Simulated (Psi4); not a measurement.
# ZrH4 (SMILES [H][Zr]([H])([H])[H]) at BHandH/def2-TZVP (density fitting, core potential)

Aim: a geometry optimisation of ZrH4. 

The calculation is run with Psi4 1.11.

2 further runs of the same task are left out: 2 set aside as unsound or not needed.

## Step 1: Starting point

ZrH4 has 5 atoms, charge 0, and is taken as a singlet. As SMILES, `[H][Zr]([H])([H])[H]`. The shape comes from GFN2-xTB, which is rough for such elements, and wasn't checked as a minimum. The run starts from this shape.

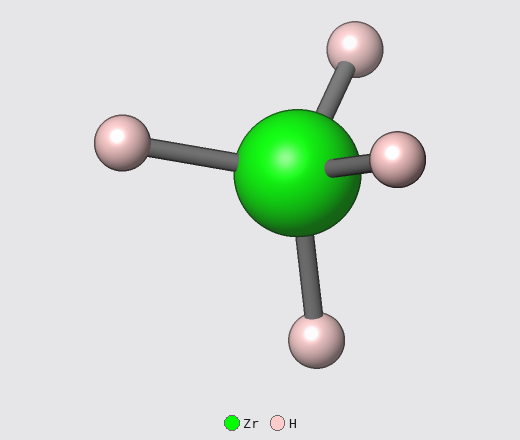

The structure, seen from a chosen angle (zirconium green, hydrogen pink).

## Step 2: A geometry optimisation at BHandH/def2-TZVP (density fitting, core potential)

Contents of calc.inp:

```
memory 1600 MB

molecule molecule1 {
  0 1
  Zr
  H 1 R2
  H 1 R3 2 A3
  H 1 R4 3 A4 2 D4
  H 1 R5 4 A5 3 D5

  R2 = 1.918054
  R3 = 1.917999
  A3 = 109.56855
  R4 = 1.917234
  A4 = 109.68669
  D4 = 120.497
  R5 = 1.918922
  A5 = 109.38644
  D5 = -119.76743
  units angstrom
}

set {
  basis def2-TZVP
  reference rks
  scf_type df
  geom_maxiter 60
  g_convergence nwchem_loose
}

optimize("bhandh")
```

Command:

```
$ psi4 -n 1 calc.inp calc.out
```

**Question.** What will come out? Wanted: total energy at the end; dipole moment; HOMO energy; LUMO energy; HOMO–LUMO gap.

**Answer.** As computed:

Level: BHandH/def2-TZVP (density fitting, core potential).

```
               quantity         value
total energy at the end  -48.97842 Eh
          dipole moment        0.01 D
            HOMO energy      -9.54 eV
            LUMO energy      -1.36 eV
          HOMO–LUMO gap       8.17 eV
```

**Reading.** At the final geometry: Bond lengths: Zr1–H2 1.840 Å, Zr1–H3 1.840 Å, Zr1–H4 1.840 Å, Zr1–H5 1.840 Å. Angles: H2–Zr1–H3 109.5°, H2–Zr1–H4 109.6°, H2–Zr1–H5 109.3°, H3–Zr1–H4 109.6°, H3–Zr1–H5 109.3°, H4–Zr1–H5 109.4°. The optimisation took 4 steps and changed the energy by -0.130 eV.
